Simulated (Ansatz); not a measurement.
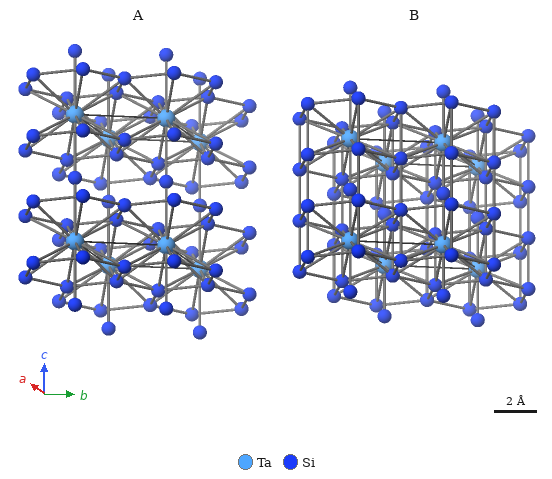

Two geometries of crystalline TaSi5 (a generated structure, set up in P6/mmm) (coarse preliminary run), drawn at one scale. One is the start of a relaxation, the other its converged end. A ball-and-stick model of the cell of the calculation, seen from a free direction.

All numbers below come from DFT PBE, scalar-relativistic, plane waves, PAW in Ansatz. Settings: plane-wave cutoff 420 eV; k-point mesh 6 × 6 × 4; occupations gaussian; smearing width 0.1 eV; no spin polarisation; cell and atoms relaxed; force threshold 0.04 eV/Å; at most 70 steps.

> Which geometry has the lower energy?

Structure B is the relaxed one. The largest moves relative to the cell, 0.035 Å, are those of Si atoms. Ta stays in place. The drawn cell changes as follows: a = b 4.410 → 4.499 Å (+2.0 %), c 6.310 → 5.079 Å (−19.5 %); the volume changes by −16.2 %. Some distances before and after: Si–Si 3.256 → 2.551 Å, Si–Ta 3.155 → 2.539 Å, Si–Si 3.054 → 2.527 Å, Si–Ta 2.969 → 2.889 Å. Bond angles that change, for instance: Ta–Si–Ta 95.9° → 102.3°, Ta–Si–Si 149.1° → 154.1°. The space group stays P6/mmm (No. 191). The energy falls by 401 meV per atom in 7 accepted moves (8 points after the start). The largest force component goes from 0.5 to 0.02 eV/Å. The pressure goes from −12.84 to −0.01 GPa. At 1 point the geometry stayed and the basis and grid were re-selected for the new cell (energy shift of 0.1 meV per atom at most each time).
